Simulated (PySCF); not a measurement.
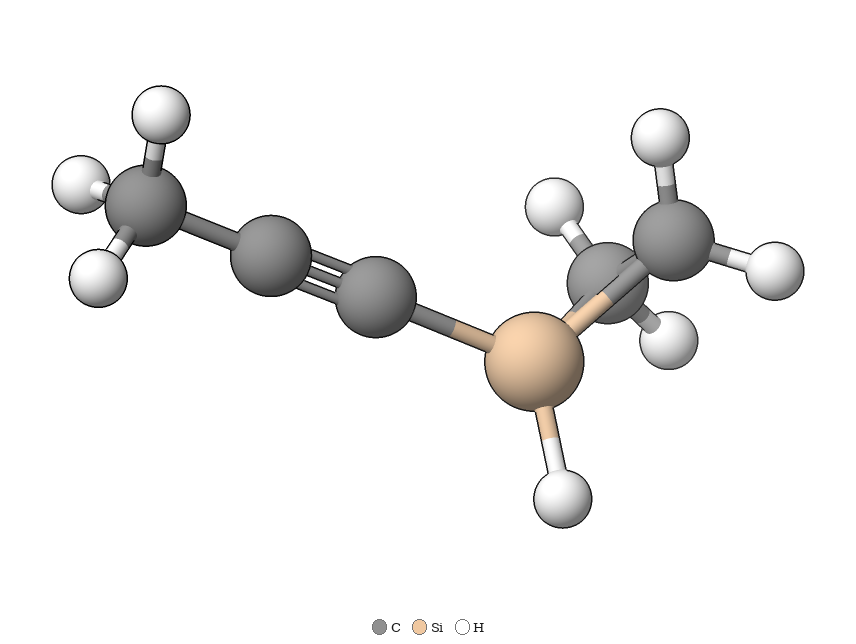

The computed structure is the end point of a GFN2-xTB optimisation. No frequency run is at hand to confirm it as a minimum.

Draw it as a skeletal formula.

SMILES: CC#C[SiH]1CC1

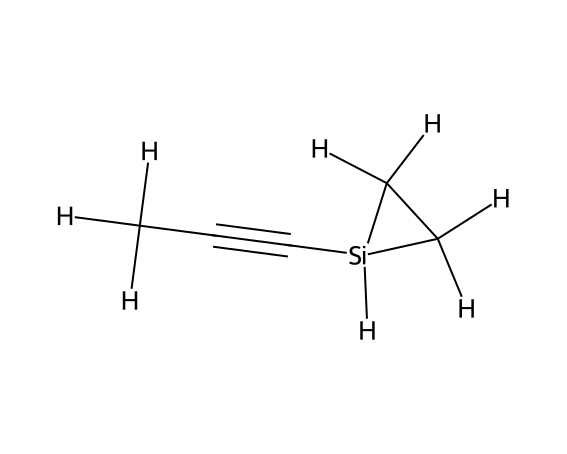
